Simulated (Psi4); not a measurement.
**H3O+ (SMILES [OH3+]) at SVWN5/aug-cc-pVTZ**

What is the energy change on altering one bond length of H3O+ at SVWN5/aug-cc-pVTZ? 

Program for the calculation: Psi4 1.11.

3 further runs of the same task are left out: 3 set aside as unsound or not needed.

## (1) The system as given

The species is H3O+ (4 atoms), meant as a singlet with charge +1. As SMILES, `[OH3+]`. The coordinates come from a PBE0-D4/def2-TZVP relaxation.

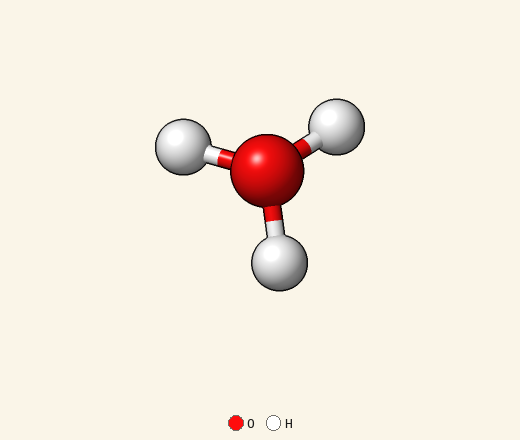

Viewed from a chosen angle; oxygen red, hydrogen white.

## (2) Energy and gradient at SVWN5/aug-cc-pVTZ

Input file calc.inp:

```
memory 1600 MB

molecule {
  1 1
  O      0.181970    -0.056700    -0.052760
  H      0.219060     0.918440     0.015140
  H     -0.408890    -0.368290    -0.767380
  H      0.007860    -0.493450     0.805020
  symmetry c1
}

set basis aug-cc-pVTZ
set puream true
set e_convergence 1e-09
set d_convergence 1e-08
set scf_type pk
set dft_radial_points 99
set dft_spherical_points 590

result, w = gradient('scf', dft_functional={"name": "SVWN5", "x_functionals": {"LDA_X": {}}, "c_functionals": {"LDA_C_VWN": {}}}, return_wfn=True)
oeprop(w, 'MULLIKEN_CHARGES', 'DIPOLE', 'WIBERG_LOWDIN_INDICES')
print_variables()
```

On the command line:

```
psi4 calc.inp calc.out -n 1
```

calc.out:

```text
[...]
  Running in c1 symmetry.
[...]
  Nuclear repulsion =   13.956307360664804
[...]
  Multiplicity = 1
[...]
  Nalpha       = 5
  Nbeta        = 5
[...]
    Number of basis functions: 115
[...]
   @RKS iter   1:   -76.05133866343499    2.27919e-01   5.54313e-03 DIIS/ADIIS
[...]
   @RKS iter   8:   -76.17308302942536   -1.83320e-12   1.22217e-09 DIIS
[...]
    Orbital Energies [Eh]
    ---------------------
    Doubly Occupied:
       1A    -19.035177     2A     -1.354271     3A     -0.885639
       4A     -0.885609     5A     -0.687794
[...]
  @RKS Final Energy:   -76.17308302942536
   => Energetics <=
    Nuclear Repulsion Energy =             13.9563073606648036
    One-Electron Energy =                -128.5354454169877556
    Two-Electron Energy =                  47.2310699341550304
    DFT Exchange-Correlation Energy =      -8.8250149072574420
    Empirical Dispersion Energy =           0.0000000000000000
    VV10 Nonlocal Energy =                  0.0000000000000000
    Total Energy =                        -76.1730830294253565
[...]
  -Total Gradient:
     Atom            X                  Y                   Z
    ------   -----------------  -----------------  -----------------
       1       -0.007136401558     0.002233304600     0.002069141385
       2       -0.000818391734    -0.011041542356    -0.000651200961
       3        0.006363895553     0.003677250914     0.008306332742
       4        0.001590594702     0.005131158436    -0.009724185750
[...]
 Multipole Moments:
 ------------------------------------------------------------------------------------
     Multipole            Electronic (a.u.)      Nuclear  (a.u.)        Total (a.u.)
 ------------------------------------------------------------------------------------
 L = 1.  Multiply by 2.5417464519 to convert [e a0] to [Debye]
 Dipole X            :          0.0244909           -0.5737000           -0.5492091
 Dipole Y            :         -0.0076058            0.1787591            0.1711532
 Dipole Z            :         -0.0071237            0.1663531            0.1592294
 Magnitude           :                                                    0.5968903
[...]
  Mulliken Charges: (a.u.)
   Center  Symbol    Alpha    Beta     Spin     Total
       1     O     3.86302  3.86302  0.00000  0.27396
       2     H     0.37899  0.37899  0.00000  0.24202
       3     H     0.37899  0.37899  0.00000  0.24202
       4     H     0.37900  0.37900  0.00000  0.24200
   Total alpha =  5.00000, Total beta =  5.00000, Total charge =  1.00000
  Wiberg Bond Indices using Orthogonal Lowdin Orbitals:
[...]
```

It took 9.3 s on 1 thread of AMD EPYC 9R45 (Zen 5), shared host; peak memory 0.67 GiB.

## (3) The distorted shape

Input file input.inp:

```
memory 1.6 GB

molecule molecule1 {
  1 1
  O
  H 1 r2
  H 1 r3 2 a3
  H 1 r4 2 a4 3 d4

  r2 = 0.978205
  r3 = 1.1249
  a3 = 113.02582
  r4 = 0.978188
  a4 = 113.01489
  d4 = -129.94024
  symmetry c1
  no_reorient
  no_com
}

set {
  basis                aug-cc-pVTZ
  reference            rks
  puream               true
  e_convergence        1e-09
  d_convergence        1e-08
  scf_type             pk
  dft_radial_points    99
  dft_spherical_points 590
}

e, wfn = gradient('scf', dft_functional={"name": "SVWN5", "x_functionals": {"LDA_X": {}}, "c_functionals": {"LDA_C_VWN": {}}}, return_wfn=True)
oeprop(wfn, 'QUADRUPOLE', 'MAYER_INDICES', 'LOWDIN_CHARGES')
```

On the command line:

```
psi4 -i input.inp -o input.out -n 1
```

input.out:

```text
[...]
  Running in c1 symmetry.
[...]
  Nuclear repulsion =   13.346049755232938
[...]
  Multiplicity = 1
[...]
  Nalpha       = 5
  Nbeta        = 5
[...]
    Number of basis functions: 115
[...]
   @RKS iter   1:   -76.04120553525743    1.92764e-01   5.43608e-03 ADIIS/DIIS
[...]
   @RKS iter   9:   -76.16247528720788   -1.60583e-12   2.67051e-09 DIIS
[...]
    Orbital Energies [Eh]
    ---------------------
    Doubly Occupied:
       1A    -19.029395     2A     -1.326054     3A     -0.872170
       4A     -0.843185     5A     -0.673057
[...]
  @RKS Final Energy:   -76.16247528720788
   => Energetics <=
    Nuclear Repulsion Energy =             13.3460497552329382
    One-Electron Energy =                -127.5377892597853133
    Two-Electron Energy =                  46.8031782375802763
    DFT Exchange-Correlation Energy =      -8.7739140202357984
    Empirical Dispersion Energy =           0.0000000000000000
    VV10 Nonlocal Energy =                  0.0000000000000000
    Total Energy =                        -76.1624752872078830
[...]
  -Total Gradient:
     Atom            X                  Y                   Z
    ------   -----------------  -----------------  -----------------
       1       -0.010187036445    -0.069865132418     0.034867487958
       2        0.000620041684    -0.001673425119    -0.010218625078
       3        0.001450224539     0.066916423812    -0.029192068510
       4        0.008117387475     0.004621848745     0.004543015280
[...]
 Multipole Moments:
 ------------------------------------------------------------------------------------
     Multipole            Electronic (a.u.)      Nuclear  (a.u.)        Total (a.u.)
 ------------------------------------------------------------------------------------
 L = 1.  Multiply by 2.5417464519 to convert [e a0] to [Debye]
 Dipole X            :          0.0346864           -0.5440755           -0.5093891
 Dipole Y            :          0.0245317            0.3604171            0.3849489
 Dipole Z            :         -0.0279853            0.1227688            0.0947834
 Magnitude           :                                                    0.6454818
 L = 2.  Multiply by 1.3450342976 to convert [e a0^2] to [Debye ang]
 Quadrupole XX       :         -5.6533973            1.5738503           -4.0795471
 Quadrupole XY       :         -0.5119701            1.5094669            0.9974968
[...]
```

It took 9.6 s on 1 thread of AMD EPYC 9R45 (Zen 5), shared host; peak memory 0.66 GiB.

## (4) Summary of results

At SVWN5/aug-cc-pVTZ:

```
                                                         quantity         value
                                        first shape: total energy  -76.17308 Eh
                                         first shape: HOMO energy     -18.72 eV
                                         first shape: LUMO energy      -8.13 eV
                                       first shape: HOMO–LUMO gap      10.59 eV
                            first shape: largest force on an atom    0.571 eV/Å
                                    distorted shape: total energy  -76.16248 Eh
                                     distorted shape: HOMO energy     -18.31 eV
                                     distorted shape: LUMO energy      -8.86 eV
                                   distorted shape: HOMO–LUMO gap       9.46 eV
                        distorted shape: largest force on an atom    4.049 eV/Å
energy change with the O1–H3 bond stretched from 0.978 to 1.125 Å      0.289 eV
```

**Reading.** With the O1–H3 bond stretched from 0.978 to 1.125 Å the energy rises by 0.29 eV (6.7 kcal/mol). The first shape isn't relaxed at this level, so the change isn't measured from a minimum. The largest force (first shape) is 0.57 eV/Å: the shape isn't a stationary point for this species at this level.
